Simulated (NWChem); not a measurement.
# SiCNClF2 (SMILES N#C[Si](F)(F)Cl) at 6 levels

Wanted: a comparison of 6 runs (HF/cc-pVDZ, PBE/cc-pVDZ, PBE0/cc-pVDZ, SVWN5/cc-pVDZ, MP2/cc-pVDZ, CCSD(T)/cc-pVDZ) of SiCNClF2. 

The calculation is run with NWChem 7.3.0.

### Step 1. The structure to begin with

The species is SiCNClF2 (6 atoms), meant as a singlet with charge 0. As SMILES, `N#C[Si](F)(F)Cl`. The shape is that of a PBE0-D4/def2-TZVP optimisation.

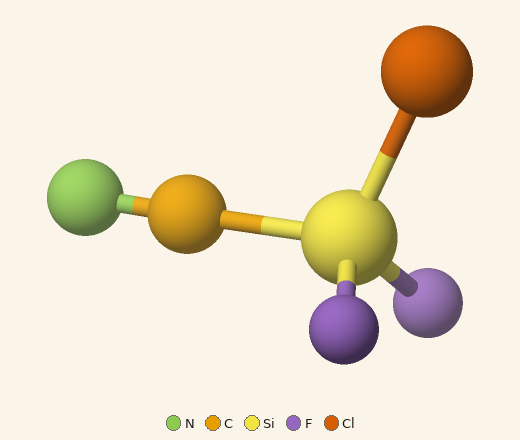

The structure, seen from a chosen angle (nitrogen green, carbon amber, silicon yellow, fluorine purple, chlorine orange).

### Step 2. Energy and forces at HF/cc-pVDZ (run 1)

Contents of calc.nw:

```
start calc
memory stack 880 mb heap 220 mb global 1100 mb

geometry noautosym nocenter noautoz
   N     1.925400   -1.092200    1.077400
   C     1.030100   -0.609300    0.540000
   Si   -0.394400    0.176700   -0.290300
   F    -1.487900   -0.920300   -0.527700
   F     0.087600    0.719200   -1.679000
   Cl   -1.118900    1.661900    0.833400
end

basis spherical bse
   * library cc-pVDZ
end

scf
   thresh 1e-08
   maxiter 80
   noprint "final vectors analysis"
end

task scf gradient
```

The run is started by

```bash
$ nwchem calc.nw > calc.out
```

The program printed:

```text
[...]
  functions       =    92
[...]
  wavefunction    = RHF
[...]
         Total SCF energy =  -1039.811341720227
      One-electron energy =  -2139.113381615608
      Two-electron energy =    747.324251584198
 Nuclear repulsion energy =    351.977788311183
        Time for solution =     54.5s
[...]
                         RHF ENERGY GRADIENTS
    atom               coordinates                        gradient
                 x          y          z           x          y          z
   1 N       3.638478  -2.063959   2.035991    0.028132  -0.015151   0.016912
   2 C       1.946607  -1.151410   1.020452   -0.035599   0.019521  -0.020895
   3 Si     -0.745308   0.333915  -0.548587   -0.008911  -0.005920  -0.020843
   4 F      -2.811723  -1.739115  -0.997208    0.020183   0.019706   0.004779
   5 F       0.165540   1.359091  -3.172850   -0.008283  -0.009916   0.025646
   6 Cl     -2.114414   3.140536   1.574898    0.004478  -0.008240  -0.005599
[...]
```

Wall time 82 s (1 thread of Intel Xeon 6975P-C (Granite Rapids), shared host); peak memory 0.097 GiB.

### Step 3. Energy and gradient at PBE/cc-pVDZ (run 2)

Contents of test.nw:

```
start test
title "CClF2NSi PBE"
memory total 2200 mb
geometry units angstroms noautosym nocenter noautoz
N        1.925400      -1.092200       1.077400
C        1.030100      -0.609300       0.540000
Si      -0.394400       0.176700      -0.290300
F       -1.487900      -0.920300      -0.527700
F        0.087600       0.719200      -1.679000
Cl      -1.118900       1.661900       0.833400
end
basis "ao basis" spherical bse
* library cc-pVDZ
end
dft
xc xpbe96 cpbe96
mult 1
grid fine
convergence energy 1e-08
maxiter 100
mulliken
end
task dft gradient
```

The run is started by

```bash
$ nwchem test.nw > test.out
```

The program printed:

```text
[...]
          Wavefunction type:  closed shell.
          No. of atoms     :     6
          No. of electrons :    62
[...]
          Charge           :     0
          Spin multiplicity:     1
[...]
          AO basis - number of functions:    92
[...]
              XC Information
              --------------
          PerdewBurkeErnzerhof Exchange Functional  1.000
            Perdew 1991 LDA Correlation Functional  1.000 local
           PerdewBurkeErnz. Correlation Functional  1.000 non-local
[...]
 d= 0,ls=0.0,diis     1  -1041.5878641899 -1.39D+03  2.25D-02  1.50D+00     4.4
[...]
 d= 0,ls=0.0,diis    12  -1041.7611210589 -1.02D-09  1.94D-07  8.66D-10    37.9
         Total DFT energy =    -1041.761121058924
      One electron energy =    -2140.141316435845
           Coulomb energy =      828.289905789452
    Exchange-Corr. energy =      -81.887498723715
 Nuclear repulsion energy =      351.977788311183
[...]
      Total Density - Mulliken Population Analysis
     ---------------------------------------------
    Atom       Charge   Shell Charges
 -----------   ------   -------------------------------------------------------
    1 N    7     7.05   2.01  0.84  0.79  2.20  1.17  0.04
    2 C    6     6.14   2.01  0.70  0.53  2.03  0.82  0.04
    3 Si  14    13.31   2.00  2.03  0.77  0.03  6.02  1.36  0.35  0.74
    4 F    9     9.20   2.01  0.89  1.00  3.34  1.95  0.00
    5 F    9     9.20   2.01  0.89  1.00  3.34  1.95  0.00
    6 Cl  17    17.11   2.00  2.03  0.97  0.92  6.00  3.10  2.06  0.02
[...]
  wavefunction    = closed shell
                         DFT ENERGY GRADIENTS
    atom               coordinates                        gradient
                 x          y          z           x          y          z
   1 N       3.638478  -2.063959   2.035991   -0.045876   0.024835  -0.027413
   2 C       1.946607  -1.151410   1.020452    0.038204  -0.020824   0.022638
   3 Si     -0.745308   0.333915  -0.548587   -0.021346  -0.006483  -0.038660
   4 F      -2.811723  -1.739115  -0.997208    0.037665   0.037159   0.007785
   5 F       0.165540   1.359091  -3.172850   -0.016361  -0.019064   0.047335
   6 Cl     -2.114414   3.140536   1.574898    0.007714  -0.015623  -0.011686
[...]
```

It took 62 s on 1 thread of Intel Xeon 6975P-C (Granite Rapids), shared host; peak memory 0.12 GiB.

Runs 3 to 5 aren't shown in full; the table further down has their settings and results.

### Step 4. The energy at CCSD(T)/cc-pVDZ (run 6)

Contents of cclf2nsi.nw:

```
START cclf2nsi
TITLE "CClF2NSi"
memory 2200 mb

GEOMETRY units angstrom noautosym nocenter noautoz
   N        1.925400      -1.092200       1.077400
   C        1.030100      -0.609300       0.540000
   Si      -0.394400       0.176700      -0.290300
   F       -1.487900      -0.920300      -0.527700
   F        0.087600       0.719200      -1.679000
   Cl      -1.118900       1.661900       0.833400
END

BASIS "ao basis" spherical bse
   N library cc-pVDZ
   C library cc-pVDZ
   Si library cc-pVDZ
   F library cc-pVDZ
   Cl library cc-pVDZ
END

SCF
   thresh 1e-08
   maxiter 80
END

CCSD
   freeze core 14
   maxiter 60
END

TASK ccsd(t)
```

The run is started by

```bash
$ nwchem cclf2nsi.nw > cclf2nsi.out
```

The program printed:

```text
[...]
  functions       =    92
[...]
  wavefunction    = RHF
[...]
         Total SCF energy =  -1039.811341720227
      One-electron energy =  -2139.113381615608
      Two-electron energy =    747.324251584198
 Nuclear repulsion energy =    351.977788311183
        Time for solution =     52.1s
[...]
 Total MP2 energy:          -1040.677651809731060
[...]
             energy      energy      error      ampl     ampl      Block
                                                time     time      time
[...]
 Total CCSD energy:          -1040.696187439180676
[...]
 Total CCSD+T(CCSD) energy:          -1040.722000956620150
[...]
 Total CCSD(T) energy:               -1040.720084824202786
[...]
```

It took 3.8 min on 1 thread of Intel Xeon 6975P-C (Granite Rapids), shared host; peak memory 0.29 GiB.

### Step 5. The series

```csv
run,level,iteration cap,module,energy (Eh),dipole moment (D),largest force (eV/Å),wall time
1,HF/cc-pVDZ,80,scf,-1039.811342,1.86,2.348,82 s
2,PBE/cc-pVDZ,100,dft,-1041.761121,1.83,3.030,62 s
3,PBE0/cc-pVDZ,100,dft,-1041.828586,1.82,2.138,61 s
4,SVWN5/cc-pVDZ,100,dft,-1037.712255,1.86,2.355,57 s
5,MP2/cc-pVDZ,80,mp2,-1040.677652,1.79,4.367,2.3 min
6,CCSD(T)/cc-pVDZ,80,ccsd(t),-1040.720085,–,–,3.8 min
```

### Step 6. Results

```
                                           quantity           value
                                run 6: total energy  -1040.72008 Eh
         run 6: HOMO energy (Hartree–Fock orbitals)       -13.74 eV
         run 6: LUMO energy (Hartree–Fock orbitals)         2.67 eV
       run 6: HOMO–LUMO gap (Hartree–Fock orbitals)        16.41 eV
run 6: correlation energy (14 core orbitals frozen)      -908.7 mEh
                              run 6: (T) correction      -23.90 mEh
```

In words: Below the HF energy at the same shape and in the same basis (cc-pVDZ): MP2 -866.3 mEh; CCSD(T) -908.7 mEh. Over runs 1, 2, 3, 4, 5 the dipole moment (its size) runs from 1.79 D (MP2/cc-pVDZ) to 1.86 D (SVWN5/cc-pVDZ). Over runs 2, 3, 4 the HOMO–LUMO gap runs from 6.64 eV (SVWN5/cc-pVDZ) to 9.22 eV (PBE0/cc-pVDZ). Totals of different functionals can't be ranked against each other. All runs together took 10 min, the longest 3.8 min.
